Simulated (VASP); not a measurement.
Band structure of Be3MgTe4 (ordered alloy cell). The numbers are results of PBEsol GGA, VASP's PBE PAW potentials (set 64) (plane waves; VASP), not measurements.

Unless said otherwise, spin-orbit coupling is left out, though it shifts the bands of the heavy elements here.

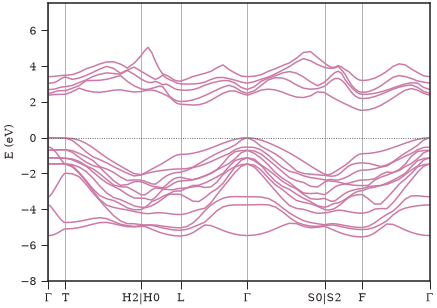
Fig. 1. Bands along high-symmetry lines, zero at the valence-band maximum or, without a gap, the Fermi level

Problem. Read the plot: is there a gap, and where are the band edges?

Solution. The gap is indirect, 1.53 eV, from the valence maximum at Γ to the conduction minimum at F. (Edges off the drawn lines would not show.)

The structure was generated: Be3MgTe4 was put into an ordered model structure (R3m), which need not be its known phase. It was relaxed first.
